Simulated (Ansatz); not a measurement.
# F$_{2}$S (triplet): what the fields show

The calculation's input:

```
crystal:
  periodic: [false, false, false]
  atoms:
    - symbol: F
      position_ang: [0.754769, -0.914558, -0.190629]
    - symbol: F
      position_ang: [0.545840, 1.346642, 0.287666]
    - symbol: S
      position_ang: [1.384881, 0.352536, -1.019597]
basis:
  gaussian: {orbitals: def2-TZVPD}
output: {forces: true, orbitals: {seedname: orbitals}}
hamiltonian: {xc: {name: PBE0}}
magnetization: {spin_polarized: true, initial_magnetization: 2}
```

Launched as:

```sh
ansatz run input.yaml --threads 1 --pin off --max-ram 2610MiB --events-out events.jsonl --progress --plain --runs-dir runs
```

Geometry: B3LYP-D3(BJ)/6-311G**.

The calculation used Ansatz 0.2.0, isolated molecule in a Gaussian basis; Kohn-Sham density functional theory, functional PBE0.

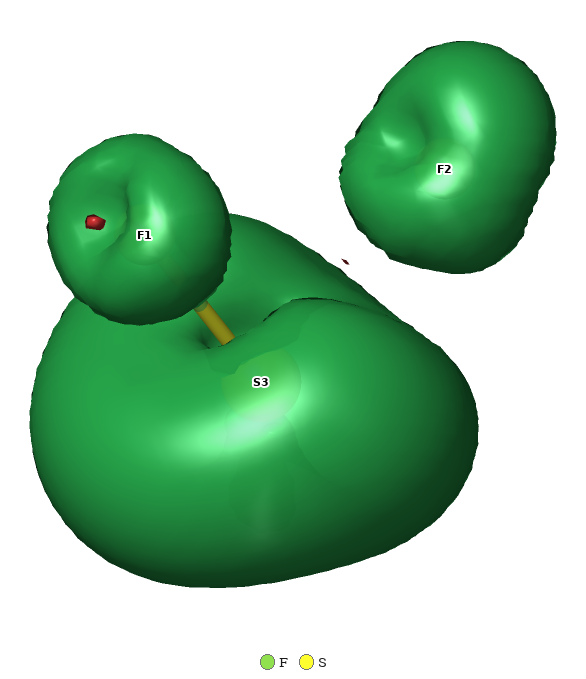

Figure 1. Isosurfaces of the spin density at +0.04 (green) and −0.04 e/Å³ (red), seen at a tilt.

> Which atoms carry the spin?

The unpaired spin (2 electrons) lies mostly on S3 (about 1.5), F2 (about 0.3) and F1 (about 0.2), in electrons by Hirshfeld's partition.

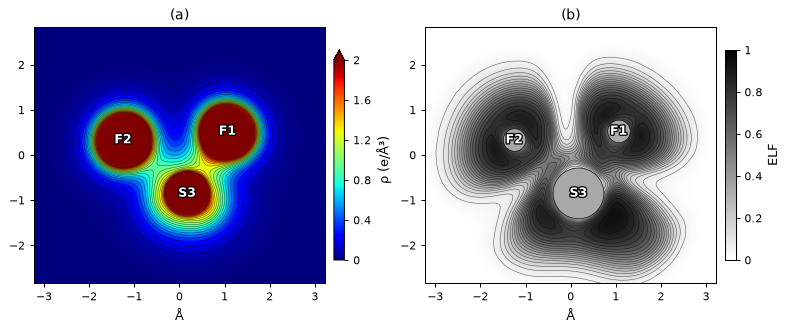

Figure 2. (a) electron density; (b) electron localisation function on the molecular plane. Grey discs cover the atomic cores in the ELF map.

> Read the bonding off the picture.

- The section cuts through F and S sites.
- S–F (1.64 Å): ρ is about 1.4 e/Å³ halfway; the ELF peaks at about 0.80 between the atoms: a shared but strongly polarised pair.
- The ELF also peaks beside S3 and F1, away from the bonds: non-bonding electrons, paired or unpaired.

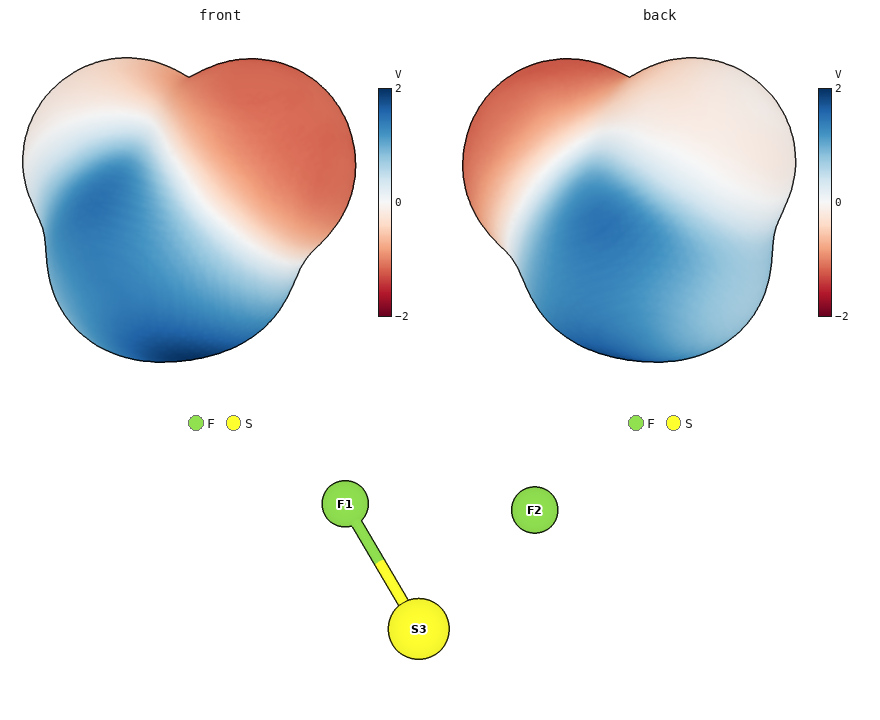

Figure 3. The electrostatic potential painted on the density surface at 0.002 e/bohr³, seen from the front and from behind; the colour scale runs from red (negative) to blue (positive). The bare structure is drawn below in the same view.

> Where is the surface potential most negative and most positive?

The most negative region (about −1.2 V) lies over F2, the most positive (about +1.9 V) over S3.

> What dipole moment does the calculation give?

Its dipole moment is 2.46 D.
